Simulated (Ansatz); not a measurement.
## Geometry relaxation, with input and output: C$_{3}$H$_{9}$OPSi (part 2 of 2)

Continued. System: C$_{3}$H$_{9}$OPSi, SMILES C=C(C)O[SiH2]P. Method: RKS revPBE-D4/STO-3G (Ansatz 0.2.0). It belongs to a series of runs on one base structure; here: end point A relaxed.

Geometry of the input (Å):
```
C  -0.2612  -1.8947  -1.2327
C  0.2078  -0.7618  -0.6685
C  1.4122  -0.8394  0.1773
O  -0.3052  0.4776  -0.9614
Si -0.2560  1.8381  -0.0601
P  -1.5863  1.6548  1.7209
H  0.1395  -2.8351  -1.0894
H  -1.1415  -1.7562  -1.8955
H  1.8665  -1.8372  0.2416
H  2.2297  -0.1755  -0.1664
H  1.2118  -0.5776  1.2508
H  1.1561  2.0704  0.4346
H  -0.7576  3.0434  -0.8480
H  -1.2033  0.3482  2.1060
H  -2.7343  1.1941  1.0203
```

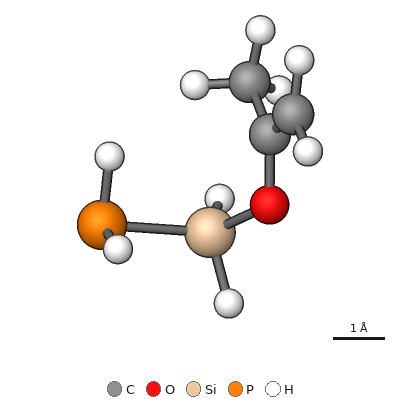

Figure 1. The geometry at step 8 of the log (ball-and-stick view, seen at an oblique angle).

Trajectory as extended XYZ, continued:
```
15
Properties=species:S:1:pos:R:3:forces:R:3 step=3 energy=-22204.28787
C    -0.3149   -1.8941   -1.2797   -0.1021   0.1285  -0.3017
C     0.1891   -0.7720   -0.6851    0.4025  -0.1592   0.2525
C     1.4346   -0.8202    0.2393    0.0881  -0.0172   0.2680
O    -0.3574    0.4766   -1.0083   -0.4701  -0.2980  -0.9234
Si   -0.2577    1.8493    0.0203    0.1489   0.2779   0.5730
P    -1.5910    1.7044    1.8292   -0.0108  -0.6452  -0.3150
H     0.1679   -2.8811   -1.1760   -0.0801   0.1951   0.0977
H    -1.1687   -1.8117   -1.9807    0.1555  -0.0899   0.2277
H     1.8433   -1.8495    0.2738   -0.0504   0.0532   0.0021
H     2.2376   -0.1372   -0.1166   -0.1034  -0.0627  -0.0730
H     1.1838   -0.5105    1.2799   -0.0107  -0.0717  -0.0897
H     1.1257    2.1465    0.4038   -0.0290  -0.0346   0.0659
H    -0.6840    2.9043   -0.8918   -0.1011   0.0398   0.0548
H    -1.1551    0.3521    2.0869   -0.0607   0.4695  -0.0093
H    -2.6751    1.1921    1.0344    0.2234   0.2146   0.1704
15
Properties=species:S:1:pos:R:3:forces:R:3 step=4 energy=-22204.33836
C    -0.2939   -1.8874   -1.3076   -0.1441  -0.1608  -0.0177
C     0.2033   -0.7621   -0.7183    0.2399  -0.1040   0.3181
C     1.4259   -0.8096    0.2425   -0.0287   0.0041  -0.0378
O    -0.3567    0.4818   -1.0629   -0.2320   0.0921  -0.4524
Si   -0.2445    1.8459    0.0172   -0.0381  -0.1189   0.1952
P    -1.5733    1.6844    1.8184    0.0238  -0.2113  -0.0940
H     0.1575   -2.8815   -1.1360   -0.0554   0.2532  -0.0215
H    -1.1774   -1.8356   -1.9704    0.1945  -0.0121   0.0781
H     1.8247   -1.8414    0.2909   -0.0227   0.0310   0.0015
H     2.2347   -0.1348   -0.1122   -0.0243  -0.0418   0.0178
H     1.1490   -0.4942    1.2723   -0.0027  -0.0228  -0.0426
H     1.1358    2.1282    0.4177   -0.0112  -0.0020  -0.0082
H    -0.7030    2.9156   -0.8623    0.0042   0.0479   0.0551
H    -1.1383    0.3494    2.1018   -0.0348   0.1900  -0.0522
H    -2.6655    1.1904    1.0384    0.1317   0.0552   0.0605
15
Properties=species:S:1:pos:R:3:forces:R:3 step=5 energy=-22204.35776
C    -0.2992   -1.8872   -1.2992    0.0116  -0.2147  -0.0488
C     0.1941   -0.7535   -0.7262    0.0998  -0.0391   0.1281
C     1.4076   -0.7946    0.2470   -0.1322  -0.0101  -0.0957
O    -0.3647    0.4876   -1.1146    0.0044   0.1789  -0.0033
Si   -0.2394    1.8316    0.0142   -0.1040  -0.0907  -0.1062
P    -1.5502    1.6654    1.8157    0.0479   0.0767   0.0283
H     0.1582   -2.8726   -1.1041   -0.0639   0.1726  -0.0234
H    -1.1494   -1.8516   -2.0015    0.0774   0.0149   0.0883
H     1.7913   -1.8304    0.3144   -0.0081   0.0167   0.0079
H     2.2255   -0.1374   -0.1165    0.0019  -0.0122   0.0393
H     1.1220   -0.4611    1.2670    0.0320   0.0010   0.0084
H     1.1410    2.1039    0.4155    0.0159  -0.0068  -0.0434
H    -0.7100    2.9273   -0.8273    0.0459   0.0266   0.0434
H    -1.1104    0.3441    2.1043   -0.0004  -0.0612  -0.0136
H    -2.6382    1.1776    1.0407   -0.0281  -0.0525  -0.0092
15
Properties=species:S:1:pos:R:3:forces:R:3 step=6 energy=-22204.36010
C    -0.3069   -1.8801   -1.2869    0.0520   0.0799  -0.0342
C     0.1951   -0.7445   -0.7205   -0.1409   0.0511  -0.1124
C     1.3942   -0.7969    0.2576    0.0902   0.0188  -0.0244
O    -0.3359    0.5092   -1.1355    0.0262  -0.1695   0.0363
Si   -0.2429    1.8448    0.0022   -0.0342  -0.0898  -0.0025
P    -1.5369    1.6381    1.8111    0.0069  -0.0900   0.0172
H     0.1597   -2.8614   -1.1102   -0.0641   0.0577   0.0695
H    -1.1557   -1.8398   -1.9867    0.0200   0.0074  -0.0052
H     1.7452   -1.8416    0.3587   -0.0231   0.0180   0.0118
H     2.2363   -0.1807   -0.1208    0.0223   0.0169   0.0384
H     1.1205   -0.4215    1.2651    0.0072  -0.0026   0.0395
H     1.1358    2.1293    0.4037    0.0040   0.0051  -0.0402
H    -0.7287    2.9441   -0.8228    0.0338   0.0400   0.0009
H    -1.0749    0.3142    2.0711   -0.0149   0.0491   0.0028
H    -2.6268    1.1359    1.0433    0.0144   0.0080   0.0026
15
Properties=species:S:1:pos:R:3:forces:R:3 step=7 energy=-22204.36516
C    -0.3055   -1.8736   -1.2911    0.0249   0.0045   0.0328
C     0.1946   -0.7369   -0.7288   -0.1021   0.0343  -0.0751
C     1.3877   -0.7853    0.2585    0.0662  -0.0093   0.0217
O    -0.3363    0.5122   -1.1526    0.0380  -0.0752   0.0309
Si   -0.2427    1.8374   -0.0033    0.0332   0.0005  -0.0525
P    -1.5269    1.6184    1.8105   -0.0171  -0.0071   0.0335
H     0.1340   -2.8580   -1.0719   -0.0133   0.0360  -0.0023
H    -1.1469   -1.8369   -1.9989   -0.0078   0.0047  -0.0124
H     1.7381   -1.8299    0.3617   -0.0112   0.0133   0.0036
H     2.2338   -0.1675   -0.1092   -0.0041   0.0058   0.0153
H     1.1071   -0.4137    1.2662    0.0023  -0.0032   0.0144
H     1.1402    2.1182    0.3857   -0.0021  -0.0071  -0.0046
H    -0.7161    2.9525   -0.8161   -0.0112   0.0012   0.0181
H    -1.0664    0.2969    2.0736    0.0213   0.0029  -0.0135
H    -2.6163    1.1151    1.0452   -0.0170  -0.0012  -0.0096
15
Properties=species:S:1:pos:R:3:forces:R:3 step=8 energy=-22204.36582
C    -0.3096   -1.8730   -1.2888    0.0076  -0.0223  -0.0019
C     0.1900   -0.7364   -0.7273   -0.0330   0.0337   0.0095
C     1.3800   -0.7830    0.2670    0.0282  -0.0156  -0.0419
O    -0.3369    0.5119   -1.1529    0.0164  -0.0441  -0.0174
Si   -0.2360    1.8389   -0.0084    0.0054   0.0339  -0.0107
P    -1.5161    1.6094    1.8083   -0.0041   0.0111   0.0253
H     0.1296   -2.8572   -1.0697   -0.0136   0.0283   0.0070
H    -1.1480   -1.8354   -2.0005   -0.0010   0.0023  -0.0063
H     1.7439   -1.8236    0.3575   -0.0076  -0.0065   0.0074
H     2.2173   -0.1495   -0.0912    0.0320   0.0137   0.0098
H     1.0928   -0.4275    1.2780   -0.0170   0.0014   0.0235
H     1.1501    2.1230    0.3700   -0.0262  -0.0111  -0.0030
H    -0.7211    2.9547   -0.8139    0.0047  -0.0131   0.0078
H    -1.0520    0.2878    2.0599    0.0186  -0.0138   0.0008
H    -2.6059    1.1089    1.0415   -0.0103   0.0021  -0.0098
15
Properties=species:S:1:pos:R:3:forces:R:3 step=9 energy=-22204.36630
C    -0.3110   -1.8695   -1.2886   -0.0049  -0.0035   0.0003
C     0.1900   -0.7333   -0.7280   -0.0064   0.0259  -0.0030
C     1.3772   -0.7826    0.2701    0.0177  -0.0081  -0.0023
O    -0.3300    0.5150   -1.1609    0.0030  -0.0213  -0.0161
Si   -0.2398    1.8411   -0.0144    0.0253   0.0250   0.0339
P    -1.5086    1.6012    1.8100   -0.0018  -0.0007  -0.0227
H     0.1206   -2.8543   -1.0605    0.0020   0.0015   0.0007
H    -1.1447   -1.8306   -2.0056   -0.0066  -0.0011  -0.0017
H     1.7356   -1.8249    0.3637   -0.0034  -0.0049   0.0012
H     2.2201   -0.1525   -0.0822    0.0061   0.0047  -0.0012
H     1.0862   -0.4264    1.2803   -0.0076   0.0005   0.0090
H     1.1449    2.1270    0.3660   -0.0113  -0.0007  -0.0116
H    -0.7285    2.9575   -0.8163   -0.0010  -0.0110   0.0002
H    -1.0342    0.2807    2.0520   -0.0049   0.0005  -0.0016
H    -2.5996    1.1007    1.0436   -0.0062  -0.0067   0.0149
15
Properties=species:S:1:pos:R:3:forces:R:3 step=10 energy=-22204.36634
C    -0.3127   -1.8661   -1.2864   -0.0047   0.0062   0.0063
C     0.1922   -0.7301   -0.7288   -0.0100   0.0152  -0.0233
C     1.3787   -0.7826    0.2703    0.0108  -0.0006   0.0188
O    -0.3237    0.5186   -1.1663    0.0148  -0.0085   0.0077
Si   -0.2384    1.8429   -0.0159   -0.0197  -0.0064  -0.0076
P    -1.5094    1.5953    1.8062    0.0098  -0.0014   0.0182
H     0.1144   -2.8514   -1.0534    0.0061  -0.0103  -0.0039
H    -1.1460   -1.8265   -2.0040   -0.0059  -0.0012   0.0007
H     1.7303   -1.8270    0.3676   -0.0004   0.0025  -0.0028
H     2.2267   -0.1579   -0.0810   -0.0126  -0.0028  -0.0023
H     1.0869   -0.4231    1.2795    0.0031   0.0001  -0.0018
H     1.1456    2.1312    0.3627   -0.0014   0.0036   0.0073
H    -0.7307    2.9586   -0.8160    0.0008  -0.0014  -0.0027
H    -1.0306    0.2759    2.0464   -0.0070   0.0052   0.0019
H    -2.6050    1.0915    1.0487    0.0162   0.0001  -0.0163
15
Properties=species:S:1:pos:R:3:forces:R:3 step=11 energy=-22204.36639
C    -0.3163   -1.8651   -1.2830    0.0084  -0.0051  -0.0019
C     0.1954   -0.7306   -0.7292   -0.0107   0.0235   0.0091
C     1.3827   -0.7835    0.2693    0.0023  -0.0053   0.0052
O    -0.3159    0.5192   -1.1671   -0.0043   0.0091  -0.0047
Si   -0.2390    1.8423   -0.0147   -0.0094  -0.0042  -0.0250
P    -1.5131    1.5942    1.8044    0.0095  -0.0039   0.0197
H     0.1080   -2.8519   -1.0516    0.0047  -0.0098  -0.0019
H    -1.1501   -1.8219   -1.9996   -0.0120  -0.0042  -0.0013
H     1.7347   -1.8277    0.3662    0.0039   0.0029  -0.0050
H     2.2290   -0.1574   -0.0834   -0.0057  -0.0073   0.0037
H     1.0910   -0.4244    1.2785    0.0026   0.0030   0.0015
H     1.1437    2.1339    0.3654    0.0035   0.0057   0.0140
H    -0.7323    2.9570   -0.8158    0.0024  -0.0042  -0.0013
H    -1.0338    0.2754    2.0462   -0.0064   0.0020   0.0027
H    -2.6059    1.0895    1.0437    0.0112  -0.0022  -0.0147
15
Properties=species:S:1:pos:R:3:forces:R:3 step=12 energy=-22204.36651
C    -0.3162   -1.8652   -1.2834   -0.0004  -0.0020   0.0028
C     0.1937   -0.7302   -0.7284    0.0004   0.0118   0.0054
C     1.3809   -0.7831    0.2704    0.0024  -0.0027  -0.0036
O    -0.3175    0.5193   -1.1666   -0.0056   0.0043  -0.0068
Si   -0.2387    1.8433   -0.0158    0.0060  -0.0089  -0.0001
P    -1.5103    1.5930    1.8048   -0.0089   0.0029   0.0051
H     0.1101   -2.8517   -1.0536    0.0004  -0.0050   0.0019
H    -1.1521   -1.8229   -1.9978   -0.0027  -0.0030  -0.0046
H     1.7349   -1.8269    0.3653    0.0015   0.0003  -0.0026
H     2.2261   -0.1553   -0.0813    0.0002  -0.0028   0.0024
H     1.0891   -0.4260    1.2803   -0.0003   0.0015   0.0012
H     1.1438    2.1351    0.3658    0.0019   0.0036   0.0027
H    -0.7317    2.9575   -0.8179   -0.0012  -0.0026   0.0030
H    -1.0331    0.2736    2.0470    0.0042   0.0026  -0.0050
H    -2.6010    1.0886    1.0406    0.0021   0.0001  -0.0021
```

Results in brief:

- outcome: converged
- total energy: −22204.3665 eV
- mean-field energy: −22203.2335 eV
- largest force (length of the vector) at the end: 0.013 eV/Å
- hardware: 1 thread of Arm Neoverse V2, 24 GiB of memory available, shared host
- wall time: 44 s
- peak memory: 0.16 GiB
